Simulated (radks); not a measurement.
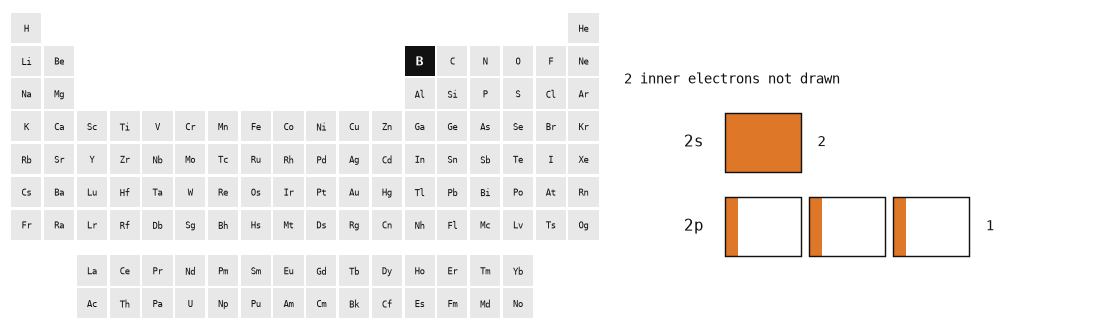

Fig. 1: Left, the place of boron in the periodic table; right, the outer shells as the input fills them: a box for each of the 2l + 1 orbitals, shaded by the share of the shell that is filled, with the electron count at the right.

Atomic calculation for B

- system: a free B atom in the configuration [He] 2s2 2p1 (open shells shared over both j by 2j + 1).
- method: Dirac Kohn-Sham, LDA (Slater exchange, Perdew-Wang correlation), spin-unpolarised, spherical densities, finite nucleus (the in-house radial solver radks)

**Log**
```
1s1/2   1   2.0000          -6.56591203
2s1/2   1   2.0000          -0.34483882
2p1/2   1   0.3333          -0.13661058
2p3/2   1   0.6667          -0.13648865
Etot -24.35061690312252
Ekin 24.182347374883115
Encl -56.51524341653047
Eh 11.50618603301893
Exc -3.5239068944940968
err 6.808737180039449e-10
it 17
```

**Input file**
```
Z 5
configuration [He] 2s2 2p1
relativity Dirac
functional lda,pw
spin unpolarised
j_filling average
nucleus finite rms 2.406 fm
c 137.035999084
history 1
mixing 0.8
max_iterations 53
```

Energies in input and log are in hartree, lengths in bohr (the nuclear radius in fm).

Launched within a batch (the task file carries these settings):
```bash
python <driver script> task.json out
```

**Outcome**

```tsv
quantity	value
outcome	converged
total energy	−24.350617 hartree
kinetic energy	24.182347 hartree
electron–nucleus energy	−56.515243 hartree
Hartree energy	11.506186 hartree
exchange–correlation energy	−3.523907 hartree
radius at density 0.001 e/bohr³	3.92 bohr
SCF iterations	17
hardware	1 thread of Arm Neoverse N1, 69 GiB of memory available, shared host
```

**What is odd here**

A numerical setting was moved from its usual value: mixing history nhist = 1, mixing factor beta = 0.8. The program ran to the end, and its total energy equals that of the same run with the usual input (−24.35062 hartree) within 10⁻⁵ hartree, so the oddity leaves no trace in it.
